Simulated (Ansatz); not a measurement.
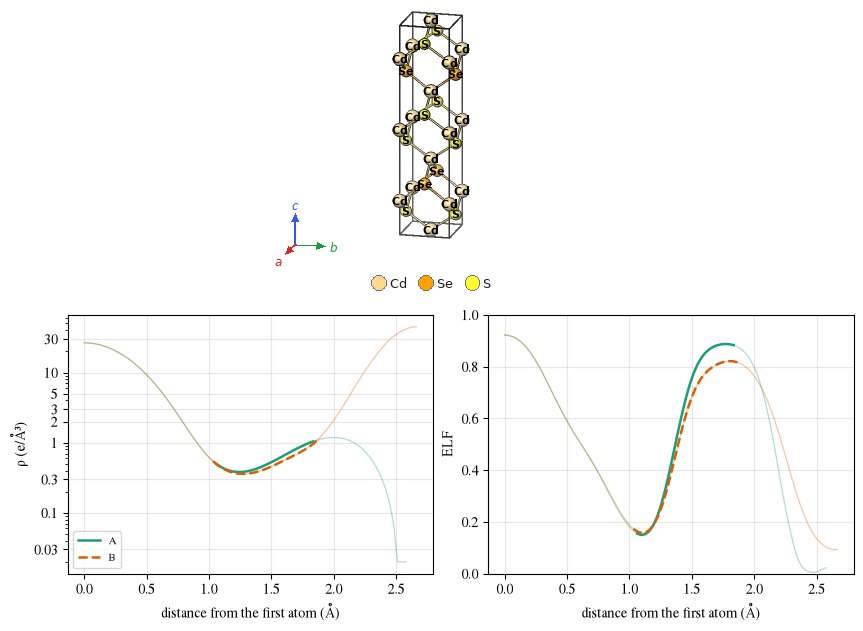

Cd$_{3}$SeS$_{2}$. Valence electron density and ELF along straight lines between neighbouring atoms. Thin, pale parts lie inside the atomic spheres. The structure is drawn too.

Space group I-4m2; a structure generated by program, which may or may not match a known phase.

All numbers below come from DFT PBE, scalar-relativistic, plane waves, PAW in Ansatz.

Core electrons are frozen (PAW), and the valence fields are smoothed inside the atomic spheres.

**Which curve belongs to which contact (Cd–S and Cd–Se)? The first atom named is at distance zero.**

Curve A: Cd–S (2.58 Å): ρ is about 0.39 e/Å³ halfway; the ELF peaks at about 0.90 in the valence shell of S, 0.8 Å from its nucleus, and is about 0.35 at the midpoint. Curve B: Cd–Se (2.66 Å): ρ is about 0.37 e/Å³ halfway; the ELF is about 0.40 at the midpoint and 0.15 at its lowest between the atoms.
